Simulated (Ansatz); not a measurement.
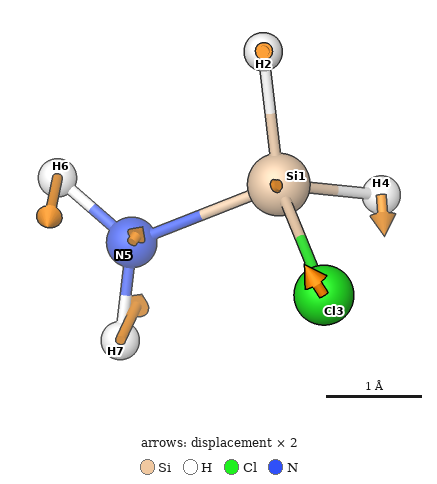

This is a relaxation of SiNH₄Cl. The starting structure is drawn; orange arrows show the displacements, 2 times their true length. The two geometries are superimposed by the best rigid fit.

The picture is a ball-and-stick view, seen from a free direction.

The run prepares the start of a later molecular dynamics calculation, from a guessed geometry.

The calculation used Ansatz, RKS BHLYP-D4/def2-SVPD. Settings: no spin polarisation; force threshold 0.02 eV/Å; at most 40 steps.

Question: Atoms of which element are displaced furthest, and by how much?

Answer: Hydrogen: up to 0.54 Å, against 0.20 Å for chlorine.

Question: Describe the change and its energy.

Answer: H6 moves most after the best rigid fit: 0.54 Å. By element the largest moves are H 0.54 Å, Cl 0.20 Å, N 0.12 Å, Si 0.07 Å. Near-neighbour distances that change, for instance: Si1–N5 1.819 → 1.707 Å, N5–H6 1.060 → 1.004 Å, Si1–Cl3 2.130 → 2.098 Å, Si1–H2 1.460 → 1.470 Å. Among the angles between lasting bonds that change: H6–N5–H7 120.0° → 112.0°, Cl3–Si1–N5 109.5° → 114.2°, H2–Si1–H4 109.5° → 113.9°. After 6 accepted moves (7 points after the start) the energy has fallen by 43.4 kJ/mol. The largest force component goes from 2.4 to 0.0096 eV/Å. The line search rejected the trial step at point 5 of the run. The run took 17 s on 2 threads of Arm Neoverse V2, with other jobs on the host, peak memory 0.2 GiB.
